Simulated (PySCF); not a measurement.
```json
{"atom": "C", "x (Å)": "-1.4815", "y (Å)": "1.1622", "z (Å)": "-1.2703"}
{"atom": "C", "x (Å)": "-0.9751", "y (Å)": "0.2381", "z (Å)": "-0.1722"}
{"atom": "C", "x (Å)": "-1.9381", "y (Å)": "-0.8754", "z (Å)": "0.1305"}
{"atom": "O", "x (Å)": "-1.9561", "y (Å)": "-1.5035", "z (Å)": "1.1535"}
{"atom": "C", "x (Å)": "0.3269", "y (Å)": "-0.4787", "z (Å)": "-0.5944"}
{"atom": "O", "x (Å)": "0.6392", "y (Å)": "-0.5669", "z (Å)": "-1.7547"}
{"atom": "C", "x (Å)": "1.1232", "y (Å)": "-1.0027", "z (Å)": "0.5342"}
{"atom": "Si", "x (Å)": "2.3489", "y (Å)": "0.3475", "z (Å)": "1.1320"}
{"atom": "H", "x (Å)": "-1.5855", "y (Å)": "0.6115", "z (Å)": "-2.2022"}
{"atom": "H", "x (Å)": "-0.7718", "y (Å)": "1.9692", "z (Å)": "-1.4337"}
{"atom": "H", "x (Å)": "-2.4437", "y (Å)": "1.5897", "z (Å)": "-0.9984"}
{"atom": "H", "x (Å)": "-0.7626", "y (Å)": "0.7808", "z (Å)": "0.7529"}
{"atom": "H", "x (Å)": "-2.6279", "y (Å)": "-1.1072", "z (Å)": "-0.7012"}
{"atom": "H", "x (Å)": "1.7067", "y (Å)": "-1.8591", "z (Å)": "0.1980"}
{"atom": "H", "x (Å)": "0.4766", "y (Å)": "-1.3041", "z (Å)": "1.3564"}
{"atom": "H", "x (Å)": "1.5800", "y (Å)": "1.4755", "z (Å)": "1.6651"}
{"atom": "H", "x (Å)": "3.1623", "y (Å)": "-0.2547", "z (Å)": "2.1860"}
{"atom": "H", "x (Å)": "3.1698", "y (Å)": "0.7842", "z (Å)": "0.0069"}
```

Geometry: GFN2-xTB.

The calculation used CAM-B3LYP/def2-SVPD, SCF density, gas phase (PySCF).

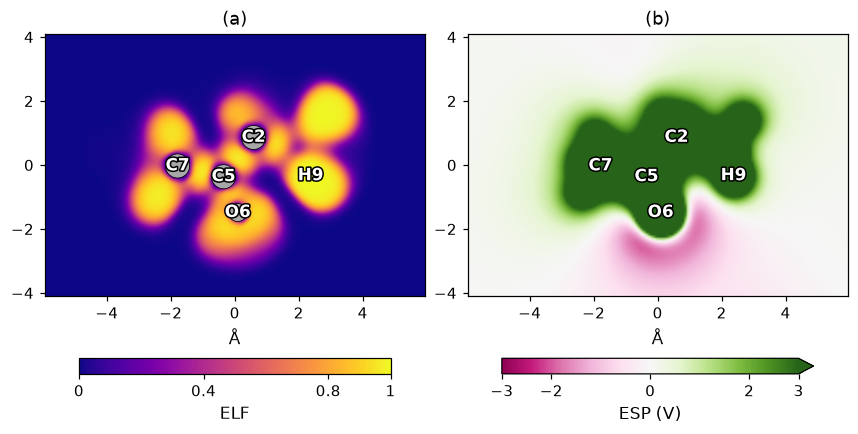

C5H10O2Si. (a) electron localisation function; (b) electrostatic potential on the plane of atoms C2, C5 and C7. Grey discs cover the atomic cores in the ELF map.

**What do the fields say about this system?**

The section cuts through C, O and H sites.
C–O (1.20 Å): the ELF peaks at about 0.85 between the atoms; a short, multiple covalent bond.
C–C (1.48 Å): the ELF peaks at about 0.95 between the atoms: a covalent bond.
C–C (1.54 Å): the ELF peaks at about 0.95 between the atoms (a covalent bond).
The ELF also peaks beside O6, away from the bonds: lone-pair regions.
Outside the dense part of the molecule the potential is most negative (−1.9 V) near O6.
